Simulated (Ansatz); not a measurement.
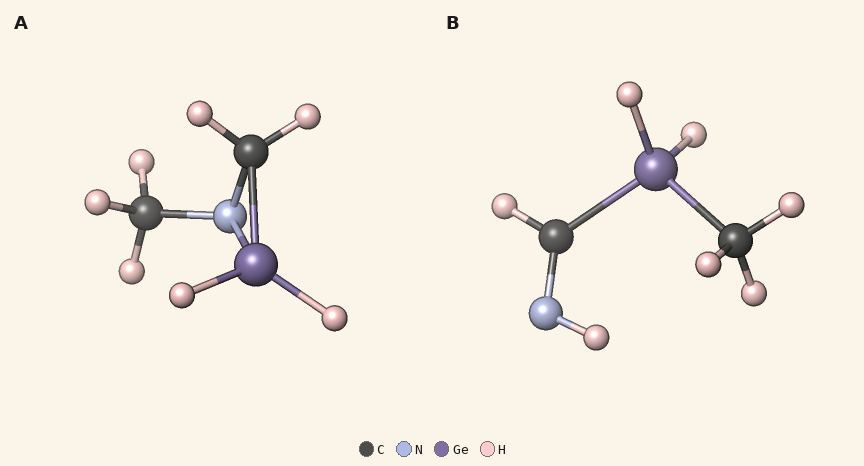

2 stationary structures of one formula. Geometries: PBE0-D4/def2-TZVP. Electronic energies: CCSD(T)/CBS (MP2 limit from def2-TZVPP and def2-QZVPP plus CCSD(T) − MP2) (Ansatz 0.2.0), without zero-point energy. No frequency run is at hand to confirm each as a minimum. Each is one conformer, not always the lowest.

> Which structure is the most stable?

B is lowest; A lies 98.7 kJ/mol above it. A is `C[N]1[CH2][GeH2]1`, B is `[H]/N=[CH]\[GeH2][CH3]`.

Give E(B) − E(A) in kJ/mol at these levels too: r2SCAN-D4/def2-TZVPP; ωB97M-V/def2-TZVPP; PBE-D4/def2-TZVPP; ωB97X-V/def2-TZVPP; PBE0-D4/def2-TZVPP; RHF-CCSD(T) (frozen core)/def2-TZVPP; RHF-MP2 (frozen core)/def2-QZVPP; B2PLYP (frozen core)/def2-TZVPP.

| level | E(B) − E(A) (kJ/mol) |
| --- | --- |
| r2SCAN-D4/def2-TZVPP | −95.9 |
| ωB97M-V/def2-TZVPP | −103.7 |
| PBE-D4/def2-TZVPP | −91.2 |
| ωB97X-V/def2-TZVPP | −100.1 |
| PBE0-D4/def2-TZVPP | −91.9 |
| RHF-CCSD(T) (frozen core)/def2-TZVPP | −106.9 |
| RHF-MP2 (frozen core)/def2-QZVPP | −89.0 |
| B2PLYP (frozen core)/def2-TZVPP | −105.7 |
